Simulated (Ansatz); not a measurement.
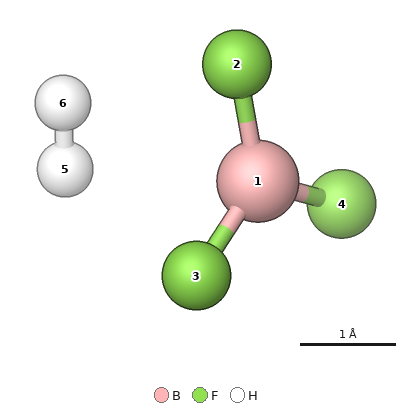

**Figure 1.** The input geometry (ball-and-stick view, seen at a tilt; atoms are numbered from 1 in the order of the input).

Nudged elastic band of BH2F3

The run: nudged elastic band of BH2F3. Method and program: RKS PBE0/def2-SVP (Ansatz 0.2.0).

It belongs to a series of runs on one base structure; here: band between the two ends. Figures and captions count atoms from 1; the log counts them from 0 in places.

The program's output
```
Engine: ansatz 0.2.0, aarch64-unknown-linux-gnu
Functional definition: PBE0
  parameter a = 0.25
  parameter kappa = 0.804
  parameter beta = 0.06672455060314922
  exchange = (1 - a)*pbe_x(kappa = kappa, mu = beta*pi^2/3) + a*exact_x
  correlation = pbe_c(beta = beta)
688 factors; integrals over basis functions are off by at most 3.9e-4 eV
mean field evaluation 1: about -8845.8225 eV, gradient 3.9e1 eV
mean field evaluation 2: about -8844.4790 eV, gradient 5.0e1 eV
mean field evaluation 4: about -8847.9683 eV, gradient 2.7e-1 eV
mean field evaluation 8: about -8848.0269 eV, gradient 9.2e-3 eV
mean field -8848.02691129 eV, -325.1589915819 hartree, gradient 3.4e-5 eV, S^2 0.000000; 0 other end points of the search recorded, 0 dependent functions left out
the calculation of the forces begins
reference -8848.02693148 eV, -325.1589923239 hartree; 17, 17 occupied and 49, 49 virtual orbitals, 688 factors
689 factors; integrals over basis functions are off by at most 1.4e-3 eV
mean field evaluation 16: about -8846.8168 eV, gradient 1.0e0 eV
mean field -8846.86956848 eV, -325.1164600180 hartree, gradient 1.5e-5 eV, S^2 0.000000; 0 other end points of the search recorded, 0 dependent functions left out
[... from here on the field's lines of each further geometry are left out, up to the last ...]
NEB iter   1: max|band force component| = 4.853e1 eV/Å  barrier→ = 8.7405 eV  barrier← = 7.5832 eV  Δτ_max = 0.2000 Å  (210 SCF iters)
NEB iter   2: max|band force component| = 3.911e0 eV/Å  barrier→ = 1.9298 eV  barrier← = 0.7725 eV  Δτ_max = 0.1974 Å  (228 SCF iters)
NEB iter   3: max|band force component| = 2.284e0 eV/Å  barrier→ = 2.0128 eV  barrier← = 0.8555 eV  Δτ_max = 0.2000 Å  (205 SCF iters)
NEB iter   4: max|band force component| = 3.859e0 eV/Å  barrier→ = 2.0600 eV  barrier← = 0.9026 eV  Δτ_max = 0.0993 Å  (199 SCF iters)
NEB iter   5: max|band force component| = 7.917e-1 eV/Å  barrier→ = 1.7000 eV  barrier← = 0.5426 eV  Δτ_max = 0.1308 Å  (194 SCF iters)
NEB iter   6: max|band force component| = 9.092e-1 eV/Å  barrier→ = 1.6663 eV  barrier← = 0.5090 eV  Δτ_max = 0.0651 Å  (193 SCF iters)
NEB iter   7: max|band force component| = 5.669e-1 eV/Å  barrier→ = 1.6269 eV  barrier← = 0.4695 eV  Δτ_max = 0.0660 Å  (190 SCF iters)
NEB iter   8: max|band force component| = 1.379e0 eV/Å  barrier→ = 1.6390 eV  barrier← = 0.4816 eV  CI = image 3  Δτ_max = 0.0679 Å  (200 SCF iters)
NEB iter   9: max|band force component| = 1.241e0 eV/Å  barrier→ = 1.8162 eV  barrier← = 0.6589 eV  CI = image 3  Δτ_max = 0.1109 Å  (197 SCF iters)
NEB iter  10: max|band force component| = 1.101e0 eV/Å  barrier→ = 1.9415 eV  barrier← = 0.7841 eV  CI = image 3  Δτ_max = 0.0738 Å  (200 SCF iters)
NEB iter  11: max|band force component| = 8.590e-1 eV/Å  barrier→ = 1.9038 eV  barrier← = 0.7465 eV  CI = image 3  Δτ_max = 0.0889 Å  (195 SCF iters)
NEB iter  12: max|band force component| = 1.487e-1 eV/Å  barrier→ = 1.9043 eV  barrier← = 0.7470 eV  CI = image 3  Δτ_max = 0.0164 Å  (199 SCF iters)
NEB iter  13: max|band force component| = 1.450e-1 eV/Å  barrier→ = 1.9044 eV  barrier← = 0.7470 eV  CI = image 3  Δτ_max = 0.0063 Å  (184 SCF iters)
the calculation of the forces begins
reference -8846.83615988 eV, -325.1152322747 hartree; 17, 17 occupied and 49, 49 virtual orbitals, 690 factors
688 factors; integrals over basis functions are off by at most 1.9e-3 eV
mean field evaluation 864: about -8846.1227 eV, gradient 7.2e-4 eV
mean field -8846.12265214 eV, -325.0890113488 hartree, gradient 1.3e-5 eV, S^2 0.000000; 1 other end points of the search recorded, 0 dependent functions left out
the calculation of the forces begins
reference -8846.12267087 eV, -325.0890120373 hartree; 17, 17 occupied and 49, 49 virtual orbitals, 688 factors
NEB iter  14: max|band force component| = 2.816e-2 eV/Å  barrier→ = 1.9043 eV  barrier← = 0.7469 eV  CI = image 3  Δτ_max = 0.0000 Å  (321 SCF iters)
```

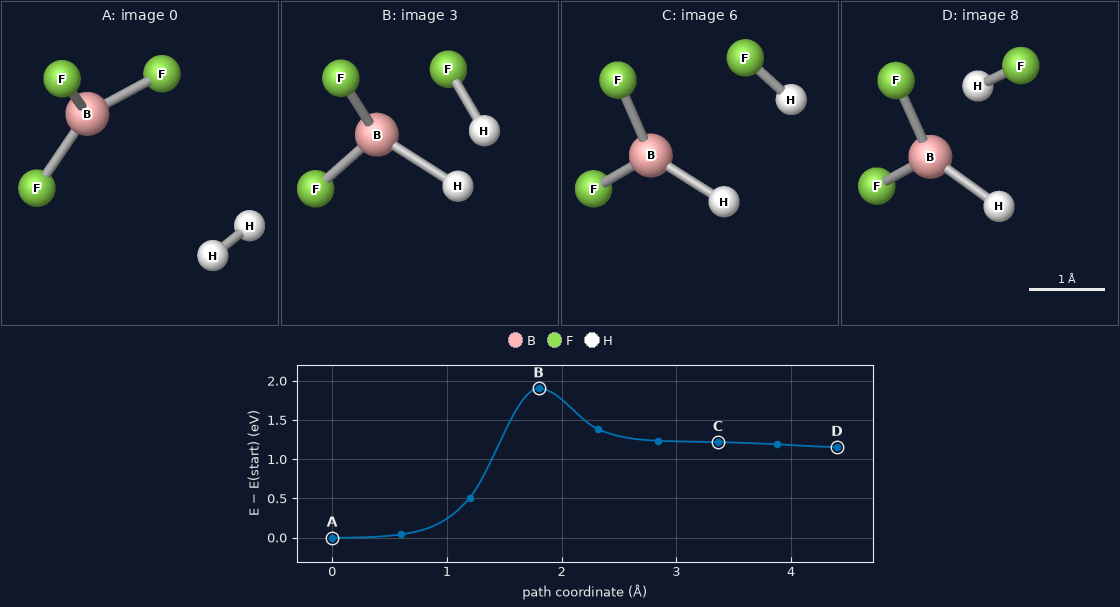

**Figure 2.** Images of the last band (counted from 0; ball-and-stick, seen at a tilt) above the energy along the path; the line is a cubic interpolation that uses the forces. The highest image is number 3, 1.904 eV above the start and 0.747 eV above the end (the climbing image); the end lies 1.157 eV above the start. The path is 4.40 Å long. The band converged in 14 iterations.

```
Total energy: -8846.12267087 eV, -325.0890120373 hartree
Atom 0 at     0.014216    -0.274396     0.002959 Å, force    -0.020419     0.013892    -0.024732 eV/Å
Atom 1 at     0.018762     0.122580     1.557295 Å, force    -0.007895     0.001522    -0.014521 eV/Å
Atom 2 at     1.149434     0.109636    -0.558380 Å, force     0.023526    -0.016897     0.019941 eV/Å
Atom 3 at    -1.143987     0.062702    -0.542333 Å, force    -0.011581    -0.003007     0.025817 eV/Å
Atom 4 at     0.038566    -1.562136     0.377703 Å, force     0.010331     0.001913    -0.004026 eV/Å
Atom 5 at     0.034407    -0.984285     1.296956 Å, force     0.006038     0.002576    -0.002480 eV/Å
Dipole moment:     0.008648    -0.362258     0.243275 e Å
this run last wrote the band of iteration 14 to [file]
```

The last band as extended XYZ (Å, eV, eV/Å)
```
6
Properties=species:S:1:pos:R:3:forces:R:3 image=0 energy=-8848.02691
B    -0.0095    0.4354    0.0167    0.0002  -0.0014  -0.0069
F    -0.0160    0.8110    1.2730    0.0001   0.0012   0.0040
F     1.1278    0.2884   -0.6179   -0.0013   0.0003   0.0015
F    -1.1410    0.2274   -0.6112    0.0011   0.0001   0.0014
H     0.0855   -2.3132    0.6962    0.0001   0.0000  -0.0006
H     0.0646   -1.9748    1.3773   -0.0001  -0.0001   0.0006
6
Properties=species:S:1:pos:R:3:forces:R:3 image=1 energy=-8847.98456
B    -0.0025    0.2600    0.0877   -0.0044   0.0873  -0.0108
F    -0.0110    0.6660    1.3384   -0.0018   0.0884  -0.0373
F     1.1350    0.1338   -0.5537    0.0000   0.0259  -0.0001
F    -1.1345    0.0632   -0.5458   -0.0014   0.0268  -0.0017
H     0.0659   -1.9826    0.5583    0.0032  -0.1000   0.0260
H     0.0585   -1.6664    1.2493    0.0045  -0.1284   0.0240
6
Properties=species:S:1:pos:R:3:forces:R:3 image=2 energy=-8847.51477
B     0.0060    0.0167    0.1314   -0.0292   0.9494   0.4056
F     0.0012    0.4048    1.4271   -0.0270   0.8483  -0.3968
F     1.1392    0.0668   -0.5435   -0.0187  -0.1256   0.0726
F    -1.1343    0.0012   -0.5333    0.0296  -0.1175   0.0747
H     0.0532   -1.6971    0.4849    0.0147  -0.4339   0.2894
H     0.0461   -1.3183    1.1676    0.0306  -1.1208  -0.4456
6
Properties=species:S:1:pos:R:3:forces:R:3 image=3 energy=-8846.12265
B     0.0142   -0.2744    0.0030   -0.0204   0.0139  -0.0247
F     0.0188    0.1226    1.5573   -0.0079   0.0015  -0.0145
F     1.1494    0.1096   -0.5584    0.0235  -0.0169   0.0199
F    -1.1440    0.0627   -0.5423   -0.0116  -0.0030   0.0258
H     0.0386   -1.5621    0.3777    0.0103   0.0019  -0.0040
H     0.0344   -0.9843    1.2970    0.0060   0.0026  -0.0025
6
Properties=species:S:1:pos:R:3:forces:R:3 image=4 energy=-8846.64541
B     0.0121   -0.4046   -0.2166    0.0094  -0.1624  -0.2961
F     0.0255    0.0472    1.7226    0.0000  -0.0527   0.2132
F     1.1389    0.1617   -0.5980   -0.0083   0.0461  -0.0572
F    -1.1397    0.1241   -0.5759    0.0017   0.0458  -0.0540
H     0.0358   -1.5668    0.1692   -0.0062  -0.0081  -0.2386
H     0.0388   -0.8875    1.6327    0.0034   0.1314   0.4327
6
Properties=species:S:1:pos:R:3:forces:R:3 image=5 energy=-8846.79076
B     0.0011   -0.4386   -0.3660    0.0011  -0.0142  -0.0179
F     0.0537    0.0323    1.7999    0.0004  -0.0017   0.0077
F     1.1390    0.1502   -0.6718   -0.0056   0.0091  -0.0122
F    -1.1247    0.1925   -0.6279    0.0040   0.0091  -0.0121
H    -0.0143   -1.6052   -0.0547   -0.0014  -0.0082  -0.0381
H     0.0567   -0.8571    2.0547    0.0015   0.0059   0.0726
6
Properties=species:S:1:pos:R:3:forces:R:3 image=6 energy=-8846.80770
B    -0.0775   -0.4762   -0.4199   -0.0018   0.0012  -0.0049
F    -0.0597   -0.0303    1.8200   -0.0129  -0.0062   0.0018
F     1.1079    0.0660   -0.6258    0.0030  -0.0036   0.0088
F    -1.1445    0.2540   -0.6632   -0.0007   0.0017  -0.0043
H    -0.1726   -1.6558   -0.1966   -0.0070  -0.0031  -0.0097
H     0.4578   -0.6837    2.2197    0.0194   0.0100   0.0083
6
Properties=species:S:1:pos:R:3:forces:R:3 image=7 energy=-8846.83614
B    -0.1222   -0.5391   -0.4048   -0.0030  -0.0067   0.0008
F    -0.1660   -0.1635    1.8552   -0.0174  -0.0319   0.0062
F     1.1005   -0.0345   -0.4724    0.0010  -0.0069   0.0325
F    -1.1306    0.2550   -0.6895    0.0058   0.0080  -0.0018
H    -0.2797   -1.7220   -0.2622   -0.0152  -0.0068  -0.0195
H     0.7094   -0.3218    2.1079    0.0288   0.0443  -0.0183
6
Properties=species:S:1:pos:R:3:forces:R:3 image=8 energy=-8846.86957
B    -0.1298   -0.5926   -0.3660    0.0080  -0.0041  -0.0028
F    -0.1585   -0.3273    1.9115   -0.0012  -0.0036   0.0035
F     1.1237   -0.1513   -0.2924    0.0080   0.0005   0.0033
F    -1.0608    0.2937   -0.6374   -0.0132   0.0084  -0.0035
H    -0.3625   -1.7695   -0.3597   -0.0030  -0.0038   0.0021
H     0.6994    0.0212    1.8782    0.0014   0.0026  -0.0025
```

This output came from the following input.

Input
```yaml
crystal:
  periodic: [false, false, false]
  atoms:
    - { symbol: B, position_ang: [-0.009512, 0.435378, 0.016652] }
    - { symbol: F, position_ang: [-0.016007, 0.811025, 1.273048] }
    - { symbol: F, position_ang: [1.127842, 0.288369, -0.617865] }
    - { symbol: F, position_ang: [-1.141018, 0.227367, -0.611208] }
    - { symbol: H, position_ang: [0.08549, -2.313222, 0.696247] }
    - { symbol: H, position_ang: [0.064604, -1.974816, 1.377326] }
basis:
  gaussian: { orbitals: def2-SVP }
hamiltonian:
  xc: pbe0
neb:
  order_check: false
  images: 7
  f_tol: 0.05
  max_iterations: 60
  final_atoms:
    - { symbol: B, position_ang: [-0.12978015, -0.59258795, -0.36597553] }
    - { symbol: F, position_ang: [-0.15852225, -0.32731215, 1.91148115] }
    - { symbol: F, position_ang: [1.12365309, -0.15134438, -0.29239913] }
    - { symbol: F, position_ang: [-1.06083237, 0.29371035, -0.63743682] }
    - { symbol: H, position_ang: [-0.36247074, -1.76954968, -0.35969449] }
    - { symbol: H, position_ang: [0.69935142, 0.02118481, 1.87822481] }
  initial_path:
    images:
      - { positions_ang: [[-0.009512, 0.435378, 0.016652], [-0.016007, 0.811025, 1.273048], [1.127842, 0.288369, -0.617865], [-1.141018, 0.227367, -0.611208], [0.08549, -2.313222, 0.696247], [0.064604, -1.974816, 1.377326]] }
      - { positions_ang: [[-0.00743465, 0.32804993, 0.01433193], [-0.01255942, 0.60251486, 1.37406555], [1.13145436, 0.22162627, -0.6263405], [-1.14173729, 0.1739552, -0.62172829], [0.08051041, -2.08848748, 0.63532174], [0.06116559, -1.76355779, 1.35854958]] }
      - { positions_ang: [[-0.00535731, 0.22072187, 0.01201186], [-0.00911184, 0.39400473, 1.47508309], [1.13506673, 0.15488354, -0.634816], [-1.14245657, 0.1205434, -0.63224858], [0.07553083, -1.86375296, 0.57439648], [0.05772717, -1.55229957, 1.33977315]] }
      - { positions_ang: [[-0.00327996, 0.1133938, 0.00969179], [-0.00566427, 0.18549459, 1.57610064], [1.13867909, 0.08814081, -0.6432915], [-1.14317586, 0.0671316, -0.64276888], [0.07055124, -1.63901845, 0.51347122], [0.05428876, -1.34104136, 1.32099673]] }
      - { positions_ang: [[-0.00120262, 0.00606574, 0.00737172], [-0.00221669, -0.02301554, 1.67711818], [1.14229145, 0.02139808, -0.65176699], [-1.14389515, 0.0137198, -0.65328917], [0.06557166, -1.41428393, 0.45254596], [0.05085035, -1.12978315, 1.3022203]] }
      - { positions_ang: [[-0.033347, -0.14359768, -0.08596509], [-0.04129308, -0.09908969, 1.73570892], [1.13763186, -0.02178754, -0.56192503], [-1.12312945, 0.08371744, -0.64932608], [-0.04143894, -1.50310037, 0.24948585], [0.21297561, -0.84204116, 1.44622143]] }
      - { positions_ang: [[-0.06549138, -0.29326111, -0.17930191], [-0.08036947, -0.17516384, 1.79429967], [1.13297227, -0.06497315, -0.47208306], [-1.10236376, 0.15371508, -0.64536299], [-0.14844954, -1.5919168, 0.04642574], [0.37510088, -0.55429917, 1.59022256]] }
      - { positions_ang: [[-0.09763576, -0.44292453, -0.27263872], [-0.11944586, -0.251238, 1.85289041], [1.12831268, -0.10815877, -0.38224109], [-1.08159806, 0.22371272, -0.64139991], [-0.25546014, -1.68073324, -0.15663438], [0.53722615, -0.26655718, 1.73422369]] }
      - { positions_ang: [[-0.12978015, -0.59258795, -0.36597553], [-0.15852225, -0.32731215, 1.91148115], [1.12365309, -0.15134438, -0.29239913], [-1.06083237, 0.29371035, -0.63743682], [-0.36247074, -1.76954968, -0.35969449], [0.69935142, 0.02118481, 1.87822481]] }
```

Launch command:
```bash
ansatz run input.yaml --threads 1 --pin off --max-ram 2048MiB --backend cpu --events-out ev --progress --plain --runs-dir out
```

Summary

| quantity | value |
| --- | --- |
| outcome | converged |
| barrier, forward | 1.904 eV |
| barrier, backward | 0.747 eV |
| hardware | 1 thread of Arm Neoverse V2, 24 GiB of memory available, shared host |
| wall time | 2.3 min |
| peak memory | 0.12 GiB |

Remarks

The order of the saddle point was not checked.
